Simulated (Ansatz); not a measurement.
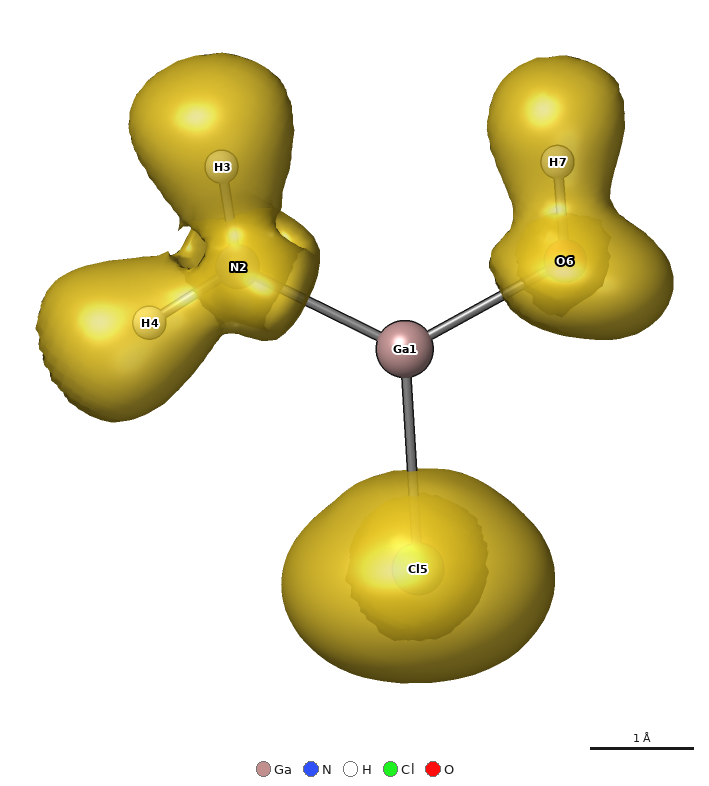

*ClGaH$_{3}$NO. Isosurface of the electron localisation function at 0.75 (yellow), seen across its widest extent. Only the valence region is drawn (cores and ρ < 0.01 e/Å³ removed).*

The calculation used RKS B3LYP/def2-SVP (Ansatz 0.2.0).

Input file:

```
crystal:
  periodic: [false, false, false]
  atoms:
    - { symbol: Ga, position_ang: [0.0, 0.0, 0.0] }
    - { symbol: "N", position_ang: [0.0, 0.0, 1.93] }
    - { symbol: H, position_ang: [-0.877, -0.2713, 2.46] }
    - { symbol: H, position_ang: [0.877, 0.2713, 2.46] }
    - { symbol: Cl, position_ang: [1.9398, 0.0, -1.12] }
    - { symbol: O, position_ang: [-1.5501, 0.0, -0.895] }
    - { symbol: H, position_ang: [-2.0598, -0.8467, -0.6865] }
basis:
  gaussian: { orbitals: def2-SVP }
hamiltonian:
  xc: b3lyp
relax:
  f_tol: 0.02
  max_steps: 40
output:
  orbitals: {}
```

Launched as:

```sh
ansatz run input.yaml --threads 1 --pin off --max-ram 2048MiB --backend cpu --events-out ev --progress --plain --runs-dir out
```

The fields are those of the run's last geometry, not of the input's.

Identify the bonds, lone pairs and shells in this picture.

Answer. At this value the surface marks out one region wrapped around Cl (its valence shell), one joined region spread over several atoms (H, N), in which their bonds and any lone pairs are merged and one joined region spread over several atoms (H, O), in which their bonds and any lone pairs are merged.

Values along the shortest contacts:
Ga–O (1.78 Å): the ELF peaks at about 0.85 in the valence shell of O, 0.6 Å from its nucleus, and is about 0.25 at the midpoint. Ga–N (1.81 Å): the ELF peaks at about 0.85 in the valence shell of N, 0.7 Å from its nucleus, and is about 0.30 at the midpoint.
